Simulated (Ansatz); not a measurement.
PH3···H3Sb

Input

```
crystal:
  periodic: [false, false, false]
  atoms:
    - {symbol: P, position_ang: [0.185051, -0.201869, -1.738014]}
    - {symbol: H, position_ang: [0.415968, -1.040644, -2.859576]}
    - {symbol: H, position_ang: [1.162344, 0.747785, -2.132127]}
    - {symbol: H, position_ang: [-0.876166, 0.499378, -2.365746]}
    - {symbol: Sb, position_ang: [-0.283002, 0.585967, 1.867029]}
    - {symbol: H, position_ang: [1.116919, -0.385908, 1.929735]}
    - {symbol: H, position_ang: [-1.294553, -0.779328, 1.724140]}
    - {symbol: H, position_ang: [-0.426562, 0.574620, 3.574559]}
basis:
  gaussian: {orbitals: "def2-TZVPPD.json"}
hamiltonian: {xc: pbe0, dispersion: d4}
output: {orbitals: {seedname: orbitals}}
```

Launched as:

```sh
ansatz run in.yaml --threads 4 --pin off --events-out ev --progress --plain --max-ram 9574MiB
```

Geometry: PBE0-D4/def2-TZVP; core potentials replace the inner electrons of Sb.

Level of theory: RKS PBE0-D4/def2-TZVPPD (Ansatz).

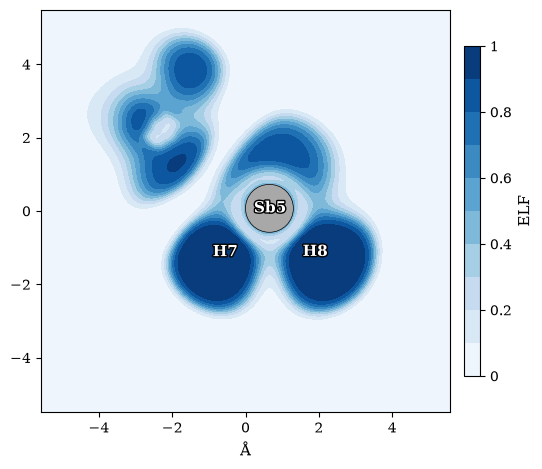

Figure 1. ELF on the plane of atoms H7, Sb5 and H8. Grey discs cover the atomic cores.

Q: What do the fields say about this system?

A: The section cuts through Sb and H sites.
Sb–H (1.71 Å): the ELF climbs to about 1 towards the hydrogen.
The ELF also peaks beside Sb5, away from the bonds: lone-pair regions.

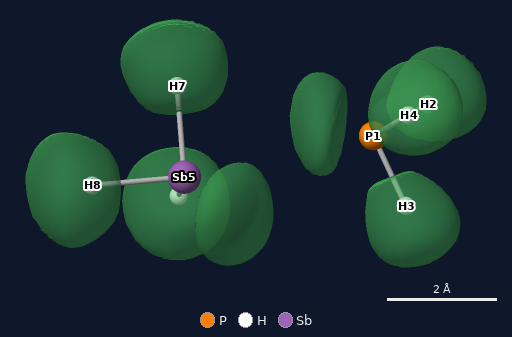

Figure 2. Isosurface of the ELF at 0.9 (green), seen at a tilt. Only the valence region is drawn (cores and ρ < 0.01 e/Å³ removed).

Q: Where are the electrons localised?

A: The surface consists of six regions around hydrogen nuclei, one lobe on P, pointing away from the bonds (lone pairs) and one lobe on Sb, pointing away from the bonds (lone pairs). Along the contacts the grid gives the following. Sb5···P1 (3.72 Å): the ELF dips to about 0.05 between them. P–H (1.42 Å): the ELF climbs to about 1 towards the hydrogen.
